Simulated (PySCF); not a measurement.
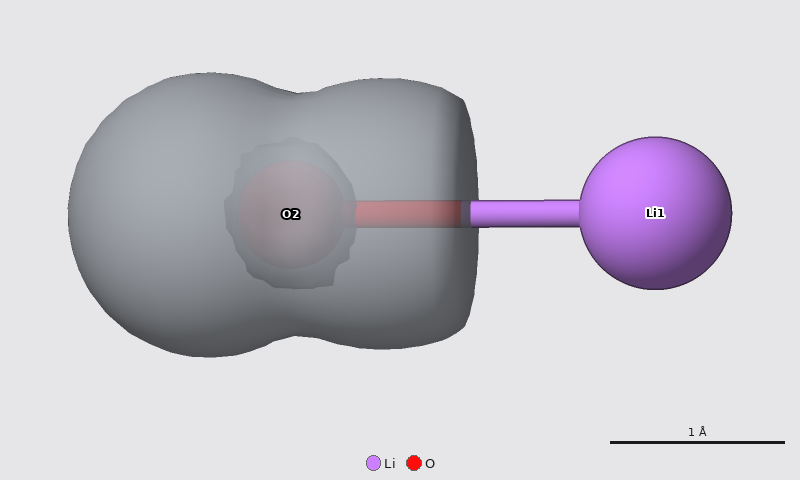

Figure 1: LiO (charge +1, triplet). Isosurface of the electron localisation function at 0.75 (grey), seen from one side. Only the valence region is drawn (cores and ρ < 0.01 e/Å³ removed).

Level of theory: PBE0/aug-cc-pVDZ(-PP), non-relativistic Hamiltonian with scalar-relativistic core potentials where named, at a bond length of 2.103 Å in PySCF.

Question: Where are the electrons localised?

Answer: The surface consists of one region wrapped around O (its valence shell).

Values along the shortest contacts:
Li–O (2.10 Å): the ELF peaks at about 0.95 in the valence shell of O, 0.6 Å from its nucleus, and falls to about 0 next to Li (a largely ionic contact).
